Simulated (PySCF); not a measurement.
SMILES CCc1ccccc1N at its GFN2-xTB optimised geometry (Å):

```
20

C     -1.4499    -2.5795    -1.4299
C     -1.4575    -1.9601    -0.0310
C     -0.6757    -0.6747     0.0000
C     -1.3421     0.5405    -0.0050
C     -0.6609     1.7451    -0.0103
C      0.7226     1.7413    -0.0096
C      1.4074     0.5430     0.0000
C      0.7275    -0.6747     0.0000
N      1.4502    -1.8551    -0.0698
H     -0.4310    -2.7669    -1.7592
H     -1.9164    -1.8996    -2.1390
H     -2.0002    -3.5183    -1.4359
H     -1.0469    -2.6770     0.6876
H     -2.4890    -1.7590     0.2656
H     -2.4234     0.5407    -0.0038
H     -1.2059     2.6770    -0.0137
H      1.2710     2.6720    -0.0113
H      2.4890     0.5361     0.0031
H      2.4181    -1.7768     0.2019
H      0.9946    -2.6770     0.2933
```

Method: PBE0/def2-SVP in PySCF. Cells within 0.4 Å of a nucleus heavier than hydrogen are left out (blank, or x).

Map of the Laplacian of the electron density (e/bohr⁵), clipped to [-1.50, 1.50] on the plane z = 0.0 Å:

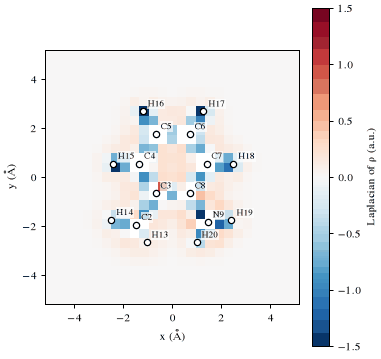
Laplacian of the electron density (e/bohr⁵), clipped to [-1.50, 1.50] on the plane z = 0.0 Å.
